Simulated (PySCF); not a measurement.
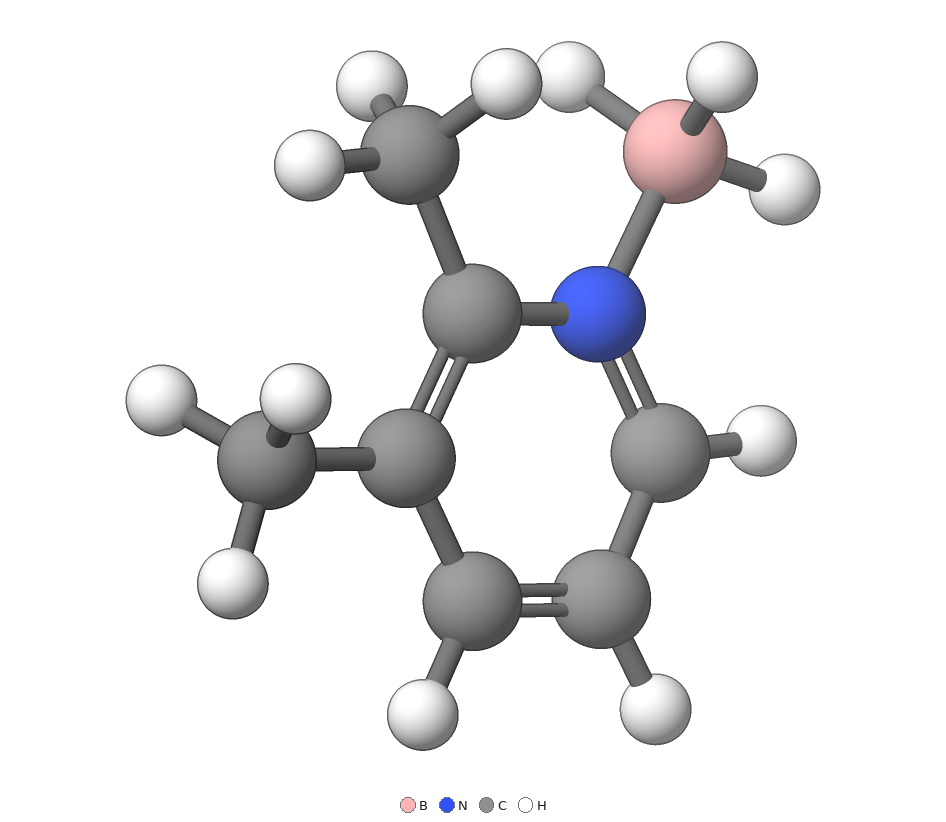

Ball-and-stick drawing of a structure. Double and triple bonds are drawn as two and three sticks.

The computed structure is the end point of a PBE0-D3(BJ)/def2-SVP optimisation. No frequency run is at hand to confirm it as a minimum.

What does the picture show?

Formula C₇H₁₂BN. SMILES: `[BH3-][n+]1cccc(C)c1C`. Independent rings (smallest set): 1 of 6 members, 1 of them aromatic. Among its groups: B–H bond. The point group is Cs. Coordination: 1 B tetrahedral; 1 N trigonal planar; 5 C trigonal planar; 2 C tetrahedral.

The parts below concern this one geometry. Atoms keep their numbers from picture to picture.

### Charges

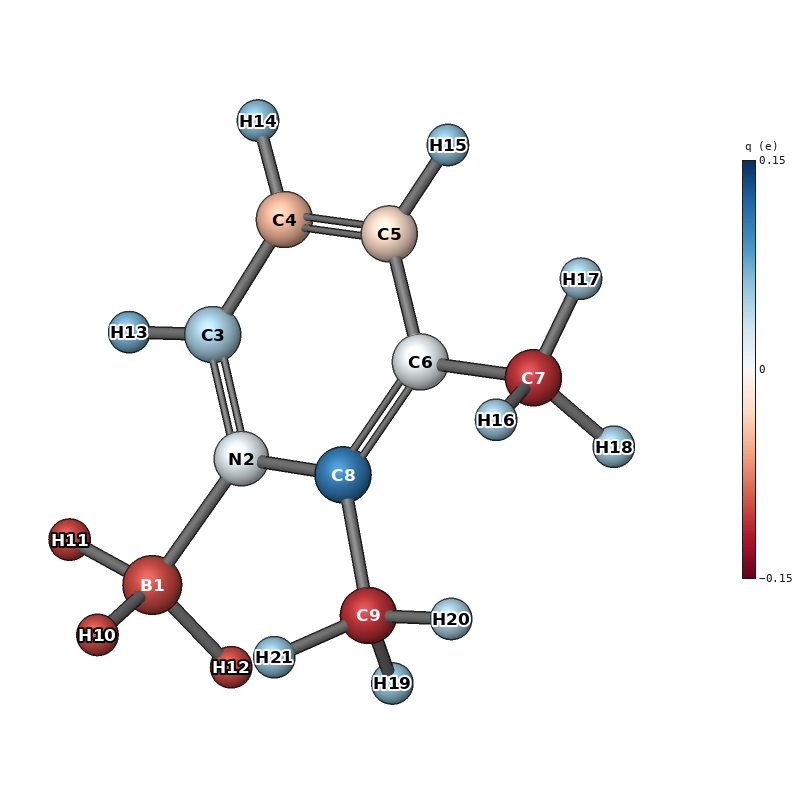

Atoms are coloured by their Hirshfeld charges. No frequency run is at hand to confirm it as a minimum. Level of theory: PBE0/pcSseg-1, gas phase (PySCF 2.14.0).

Give the Hirshfeld charges atom by atom.

| atom | value (e) |
| --- | --- |
| B1 | −0.10 |
| N2 | 0.01 |
| C3 | 0.05 |
| C4 | −0.05 |
| C5 | −0.03 |
| C6 | 0.01 |
| C7 | −0.11 |
| C8 | 0.10 |
| C9 | −0.11 |
| H10 | −0.10 |
| H11 | −0.10 |
| H12 | −0.10 |
| H13 | 0.07 |
| H14 | 0.06 |
| H15 | 0.06 |
| H16 | 0.05 |
| H17 | 0.05 |
| H18 | 0.05 |
| H19 | 0.06 |
| H20 | 0.05 |
| H21 | 0.06 |

### Dipole moment

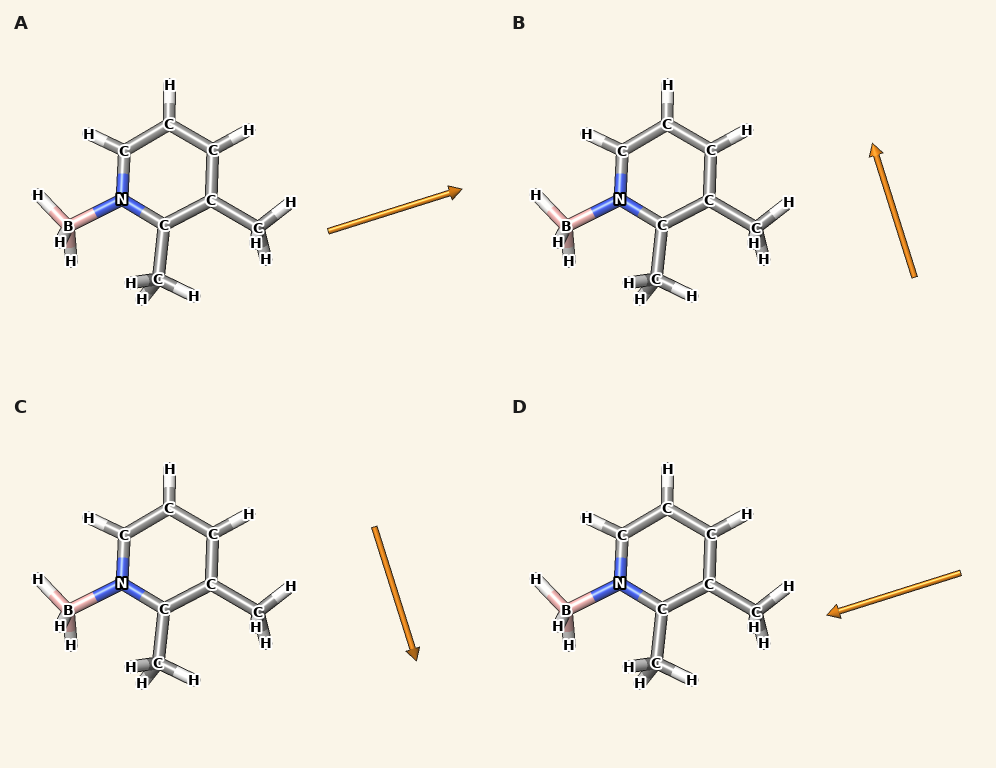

The same molecule four times, each with an arrow. No frequency run is at hand to confirm it as a minimum. Method: PBE0/def2-SVPD, gas phase (PySCF 2.14.0).

> Which arrow points along the dipole moment, from the negative to the positive end?

A. The dipole moment is 6.26 D.

### Quadrupole coupling

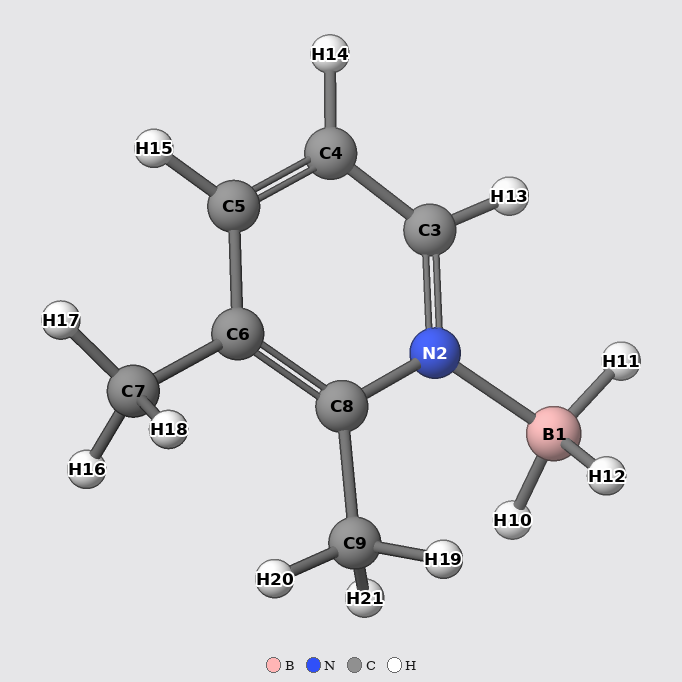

No frequency run is at hand to confirm it as a minimum. Electric field gradients from the ground-state density, PBE0/pcSseg-1 (PySCF 2.14.0), non-relativistic apart from any core potentials.

Give the largest field-gradient component, the quadrupole coupling constant and the asymmetry for 11B at B1 (Q = 40.59 mb), 14N at N2 (Q = 20.44 mb).

| atom | V_zz (a.u.) | e²qQ/h (MHz) | η |
| --- | --- | --- | --- |
| B1 | 0.217 | 2.07 | 0.15 |
| N2 | −0.489 | −2.35 | 0.00 |
